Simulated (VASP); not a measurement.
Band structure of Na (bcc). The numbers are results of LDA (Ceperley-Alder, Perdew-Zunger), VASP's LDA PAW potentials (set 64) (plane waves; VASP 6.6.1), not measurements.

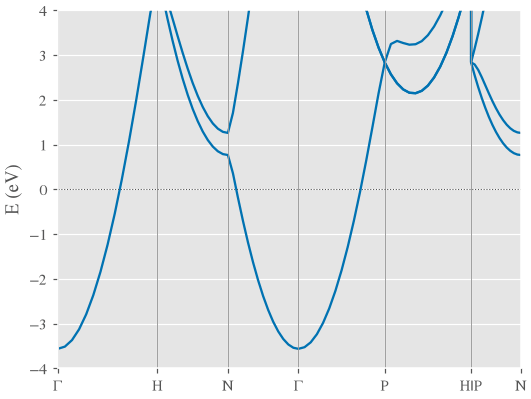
Bands along high-symmetry lines, zero at the valence-band maximum or, without a gap, the Fermi level

**Question.** Read the plot: is there a gap, and where are the band edges?

**Answer.** It has no gap at this level: it comes out as a metal or semimetal. (Edges off the drawn lines would not show.)

The compound is Na in the bcc structure. It was relaxed first, which changed the volume by -14 %.
